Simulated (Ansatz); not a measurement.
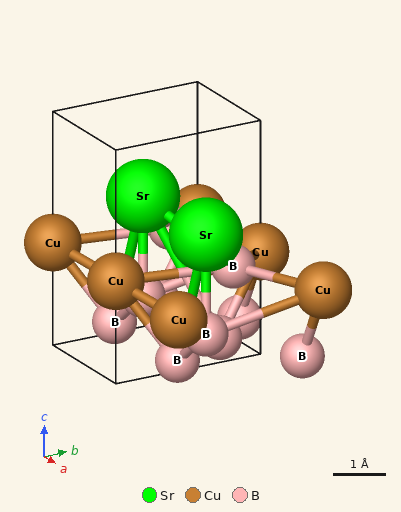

Solid SrCuB5 (a generated structure, set up in P3) (coarse preliminary run), before the relaxation. A ball-and-stick model of the cell of the calculation, repeated 2 × 1 × 1 with one cell outlined, seen slightly off an axis.

Computed with DFT PBE, scalar-relativistic, plane waves, PAW (Ansatz).

Input
```yaml
crystal:
  lattice:
    - [4.15939883, 0.0, 0.0]
    - [-2.07969941, 3.60214505, 0.0]
    - [0.0, 0.0, 4.65044751]
  atoms:
    - { symbol: Sr, position: [0.66666667, 0.33333333, 0.70581495] }
    - { symbol: Cu, position: [0.0, 0.0, 0.43886329] }
    - { symbol: B, position: [0.6987091, 0.98580748, 0.10935103] }
    - { symbol: B, position: [0.01419252, 0.71290163, 0.10935103] }
    - { symbol: B, position: [0.28709837, 0.3012909, 0.10935103] }
    - { symbol: B, position: [0.33333333, 0.66666667, 0.47385977] }
    - { symbol: B, position: [0.66666667, 0.33333333, 0.28032258] }
basis:
  ecutwfc: 420
kpoints:
  mp_grid: { grid: [6, 6, 4] }
hamiltonian:
  xc: pbe
scf:
  occupations: { method: gaussian, width: 0.1 }
  lower_state_search: "off"
output:
  forces: true
  stress: true
  eigenvalues: true
relax:
  adjacent_minimum: "off"
  f_tol: 0.04
  max_steps: 70
  cell: { stress_tol: 0.4 }
```

Command:
```bash
ansatz run input.yaml --threads 1 --pin off --max-ram 2560MiB --backend cpu --events-out ev --progress --plain --runs-dir out
```

**Predict the outcome.**

The largest move relative to the cell is that of Cu2, 1.59 Å along −c. By element the largest moves are Cu 1.59 Å, B 1.19 Å, Sr 0.06 Å. The drawn cell changes as follows: a = b 4.159 → 4.540 Å (+9.1 %), c 4.650 → 5.724 Å (+23.1 %); the volume changes by +46.6 %. Near-neighbour distances that change, for instance: B3–B4 2.121 → 3.969 Å, Sr1–Cu2 2.703 → 4.031 Å, Sr1–B3 3.247 → 4.454 Å, Sr1–B3 (another image) 2.413 → 3.465 Å. Bonds break: Cu2–B6 (2.41 → 3.20 Å). Bond angles that change, for instance: Sr1–B3–Cu2 144.6° → 77.6°, B3–Cu2–B4 65.5° → 117.1°, B3–Cu2–B7 107.4° → 153.7°. The space group (tolerance 0.01 Å) goes from P3 (No. 143) to P3m1 (No. 156). Over 19 accepted moves (23 points after the start) the energy falls by 1418 meV per atom. Largest force component: 8.1 eV/Å at the start, 0.0093 eV/Å at the end. The pressure goes from 28.33 to −0.03 GPa. The line search rejected the trial steps at points 16, 20 of the run. The SCF was repeated twice at an unchanged geometry on a basis and grid sized afresh for the cell, which shifted the energy by 23.7 meV per atom at most. The run took 3.3 min on 1 thread of Intel(R) Xeon(R) Processor @ 2.70GHz (shared host), peak memory 0.42 GiB.

The structure at the end:

```xyz
7
Lattice="4.5396 0.0000 0.0000 -2.2698 3.9314 0.0000 0.0000 0.0000 5.7235" Properties=species:S:1:pos:R:3 pbc="T T T"
Sr    2.2698    1.3105    3.9838
Cu    4.5396    0.0000    0.9212
B     0.0002    3.6171    1.3204
B    -0.8628    2.1230    1.3204
B     0.8626    2.1228    1.3204
B     0.0000    2.6210    2.7488
B     2.2698    1.3105    1.1308
```

After the run, drawn alike:

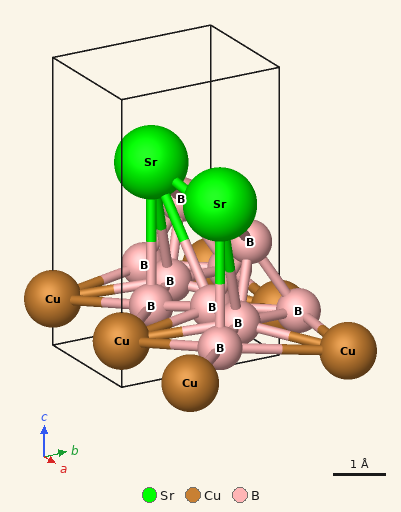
